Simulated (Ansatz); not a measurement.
**How methods differ on Br2 (bromine)**

Br2: 2 atoms, total charge 0, spin state singlet. SMILES: `BrBr`. The shape was relaxed beforehand at PBE0/def2-SVP.

```xyz
2

Br    0.9803   -0.3278    0.5023
Br   -0.9803    0.3278   -0.5023
```

Each level gives the adiabatic electron affinity (to the doublet anion, shapes relaxed at PBE0/def2-SVP, no zero-point term) (eV). The values are calculated.

The electron affinity is E(neutral) − E(anion): positive where the electron is bound.

```csv
level,kind,program,value (eV),CPU time (all runs)
HF/def2-TZVPP,Hartree–Fock,Ansatz,2.28,3.6 s
SVWN5/def2-TZVPP,LDA,Ansatz,2.50,1.7 s
BLYP/def2-TZVPP,GGA,Ansatz,2.62,3 s
r2SCAN/def2-TZVPP,meta-GGA,Ansatz,2.73,7.2 s
B3LYP/def2-TZVPP,global hybrid,Ansatz,2.78,5.9 s
B2PLYP/def2-TZVPP,double hybrid,Ansatz,2.56,7.9 s
RPA@PBE/def2-TZVPP,RPA,Ansatz,2.63,5.1 s
MP2/def2-TZVPP,perturbation theory,Ansatz,2.34,4.2 s
```

All-electron rows without a relativistic Hamiltonian named are non-relativistic. Spin-orbit coupling is left out. Sets without diffuse functions describe the anion poorly, and affinities from them come out too low, at high levels too. The values span 2.28 to 2.78 eV. In the correlated wave-function rows the outer d shell of Br is correlated, in sets not made for it. In so small a basis fixed costs decide the times, and correlated methods can beat functionals. CPU times are rough (shared hosts, several kinds of processor and program).

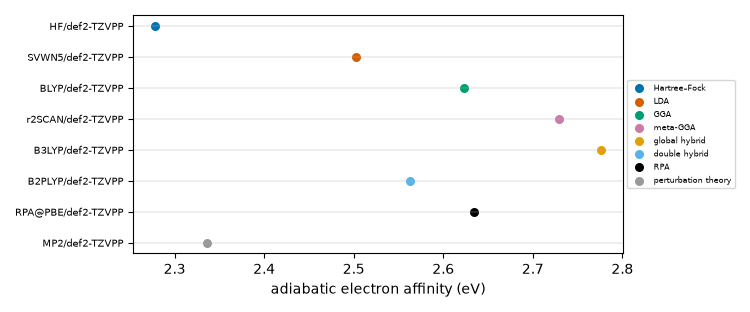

The values of the table, level by level.
